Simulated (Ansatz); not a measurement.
**One shape, several levels: doublet [AsH3]+**

Aim: a comparison of 3 runs (U-r2SCAN/cc-pVTZ, UPBE/cc-pVTZ, USVWN5/cc-pVTZ) of doublet [AsH3]+. 

The results are computed with Ansatz 0.2.0.

35 further runs of the same task are left out: 1 that didn't finish, 34 set aside as unsound or not needed.

## Step 1: Starting point

[AsH3]+ has 4 atoms, charge +1, and is taken as a doublet. SMILES of the parent species: `[AsH3]`. The coordinates come from a PBE0-D4/def2-TZVP relaxation. That shape belongs to the parent species and isn't relaxed for this state.

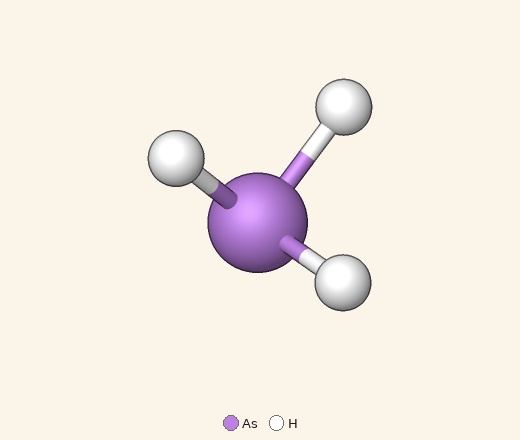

Viewed from a chosen angle; arsenic purple, hydrogen white.

## Step 2: The energy at U-r2SCAN/cc-pVTZ (run 1)

File molecule.yaml:

```yaml
crystal:
  periodic: [false, false, false]
  atoms:
    - symbol: As
      position_ang: [-0.215800, 0.487600, -0.346000]
    - symbol: H
      position_ang: [0.349900, 0.630300, 1.059400]
    - symbol: H
      position_ang: [-1.068000, -0.705500, 0.061100]
    - symbol: H
      position_ang: [0.933900, -0.412500, -0.774500]
basis:
  gaussian:
    orbitals: cc-pVTZ
total_charge: 1
magnetization:
  spin_polarized: true
  initial_magnetization: 1
hamiltonian:
  xc: {name: r2SCAN}
accuracy: high
output:
  orbitals: {seedname: orbitals}
```

Started as:

```sh
$ ansatz run molecule.yaml --threads 1 --pin off --max-ram 3480MiB --events-out events.jsonl --progress --plain --runs-dir runs
```

Standard output:

```text
Warning: RAYON_NUM_THREADS=1 ignored (pool sized by the plan → 1); use --threads N
Functional definition: r2SCAN
  name "r2SCAN"
  parameter k0 = 0.174
  parameter k1 = 0.065
  parameter a1 = 4.9479
  exchange = r2scan_x(k0 = k0, k1 = k1, a1 = a1)
  correlation = r2scan_c
1362 factors; integrals over basis functions are off by at most 4.0e-9 eV
mean field evaluation 1: about -60879.2519 eV, gradient 1.3e1 eV
mean field evaluation 2: about -60879.8194 eV, gradient 8.7e0 eV
mean field evaluation 4: about -60880.2644 eV, gradient 8.1e-1 eV
mean field evaluation 8: about -60880.2581 eV, gradient 3.6e-3 eV
mean field evaluation 16: about -60880.2581 eV, gradient 4.0e-6 eV
mean field -60880.25812558 eV, -2237.3082199939 hartree, gradient 4.3e-8 eV, S^2 0.753398; 0 other end points of the search recorded, 0 dependent functions left out
reference -60880.25812818 eV, -2237.3082200894 hartree; 18, 17 occupied and 67, 68 virtual orbitals, 1362 factors
Total energy: -60880.25812818 eV, -2237.3082200894 hartree
```

Wall time 14 s (1 thread of Intel Xeon Platinum 8175M at 2.50GHz (Skylake/Cascade Lake), shared host); peak memory 0.27 GiB.

## Step 3: The energy at UPBE/cc-pVTZ (run 2)

File input.yaml:

```yaml
crystal:
  periodic: [false, false, false]
  atoms:
    - {symbol: As, position_ang: [-0.215800, 0.487600, -0.346000]}
    - {symbol: H, position_ang: [0.349900, 0.630300, 1.059400]}
    - {symbol: H, position_ang: [-1.068000, -0.705500, 0.061100]}
    - {symbol: H, position_ang: [0.933900, -0.412500, -0.774500]}
basis:
  gaussian:
    orbitals: cc-pVTZ
total_charge: 1
magnetization:
  spin_polarized: true
  initial_magnetization: 1
hamiltonian:
  xc: pbe
accuracy: high
output: {orbitals: {seedname: orbitals}}
```

Started as:

```sh
$ ansatz run input.yaml --threads 1 --pin off --max-ram 3480MiB --events-out events.jsonl --progress --plain --runs-dir runs
```

Standard output:

```text
Warning: RAYON_NUM_THREADS=1 ignored (pool sized by the plan → 1); use --threads N
Functional definition: PBE
  name "PBE"
  parameter kappa = 0.804
  parameter beta = 0.06672455060314922
  exchange = pbe_x(kappa = kappa, mu = beta*pi^2/3)
  correlation = pbe_c(beta = beta)
1362 factors; integrals over basis functions are off by at most 4.0e-9 eV
mean field evaluation 1: about -60869.9086 eV, gradient 1.4e1 eV
mean field evaluation 2: about -60870.3709 eV, gradient 1.1e1 eV
mean field evaluation 4: about -60871.2265 eV, gradient 1.1e0 eV
mean field evaluation 8: about -60871.2215 eV, gradient 1.8e-3 eV
mean field evaluation 16: about -60871.2215 eV, gradient 8.9e-7 eV
mean field -60871.22146060 eV, -2236.9761286812 hartree, gradient 6.1e-8 eV, S^2 0.751719; 0 other end points of the search recorded, 0 dependent functions left out
reference -60871.22146352 eV, -2236.9761287886 hartree; 18, 17 occupied and 67, 68 virtual orbitals, 1362 factors
Total energy: -60871.22146352 eV, -2236.9761287886 hartree
```

Run time: 6.3 s. Hardware: 1 thread of Intel Xeon Platinum 8175M at 2.50GHz (Skylake/Cascade Lake), shared host; peak memory 0.2 GiB.

## Step 4: A single-point energy at USVWN5/cc-pVTZ (run 3)

File job.yaml:

```yaml
crystal:
  periodic: [false, false, false]
  atoms:
    - {symbol: As, position_ang: [-0.215800, 0.487600, -0.346000]}
    - {symbol: H, position_ang: [0.349900, 0.630300, 1.059400]}
    - {symbol: H, position_ang: [-1.068000, -0.705500, 0.061100]}
    - {symbol: H, position_ang: [0.933900, -0.412500, -0.774500]}
basis:
  gaussian:
    orbitals: cc-pVTZ
total_charge: 1
magnetization:
  spin_polarized: true
  initial_magnetization: 1
hamiltonian:
  xc: {name: SVWN5}
accuracy: high
output: {orbitals: {seedname: orbitals}}
```

Started as:

```sh
$ ansatz run job.yaml --threads 1 --pin off --max-ram 3480MiB --events-out events.jsonl --progress --plain --runs-dir runs
```

Standard output:

```text
Warning: RAYON_NUM_THREADS=1 ignored (pool sized by the plan → 1); use --threads N
Functional definition: SVWN5
  name "SVWN5"
  exchange = slater_x
  correlation = vwn5_c
1362 factors; integrals over basis functions are off by at most 4.0e-9 eV
mean field evaluation 1: about -60788.8831 eV, gradient 1.5e1 eV
mean field evaluation 2: about -60789.5356 eV, gradient 1.1e1 eV
mean field evaluation 4: about -60790.3031 eV, gradient 9.8e-1 eV
mean field evaluation 8: about -60790.2988 eV, gradient 2.2e-3 eV
mean field evaluation 16: about -60790.2988 eV, gradient 1.0e-6 eV
mean field -60790.29879688 eV, -2234.0022756408 hartree, gradient 1.9e-8 eV, S^2 0.750950; 0 other end points of the search recorded, 0 dependent functions left out
reference -60790.29879963 eV, -2234.0022757420 hartree; 18, 17 occupied and 67, 68 virtual orbitals, 1362 factors
Total energy: -60790.29879963 eV, -2234.0022757420 hartree
```

Wall time 4.8 s (1 thread of Intel Xeon Platinum 8175M at 2.50GHz (Skylake/Cascade Lake), shared host); peak memory 0.19 GiB.

## Step 5: The series

| run | level | energy (Eh) | HOMO energy (eV) | LUMO energy (eV) | ⟨S²⟩ | wall time |
| --- | --- | --- | --- | --- | --- | --- |
| 1 | U-r2SCAN/cc-pVTZ | -2237.308220 | -16.17 | -13.64 | 0.753 | 14 s |
| 2 | UPBE/cc-pVTZ | -2236.976129 | -15.66 | -14.07 | 0.752 | 6.3 s |
| 3 | USVWN5/cc-pVTZ | -2234.002276 | -15.62 | -14.38 | 0.751 | 4.8 s |

## Step 6: What came out

| quantity | value |
| --- | --- |
| run 3: total energy | -2234.00228 Eh |
| run 3: HOMO energy (highest over α and β) | -15.62 eV |
| run 3: LUMO energy (lowest over α and β) | -14.38 eV |
| run 3: ⟨S²⟩ | 0.751 |

What this shows: Totals of different functionals can't be ranked against each other. All runs together took 25 s, the longest 14 s.
